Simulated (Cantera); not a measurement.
Charge: 1 mol TiO₂, 1800 mol H₂, at 1.20 mbar.

These are equilibrium values from Cantera (NASA tables, ideal gas, pure condensed phases), not measurements of a reactor. Candidate condensed phases: H₂O, Ti, TiO, TiO₂, Ti₂O₃, Ti₃O₅, Ti₄O₇; 12 gas species. Mutual solubility and eutectic melting of coexisting phases are not modelled. The numbers say what is thermodynamically allowed, not how fast it happens.

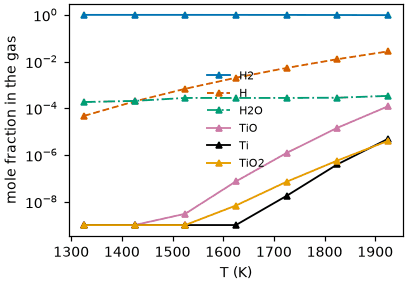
Figure. Equilibrium gas composition (values under 1e-9 drawn at 1e-9)

At 1325 K the condensed part is Ti₃O₅(s). At 1425 K the condensed part is Ti₂O₃(s) + Ti₃O₅(s). From 1525 K to 1925 K the condensed part is Ti₂O₃(s).
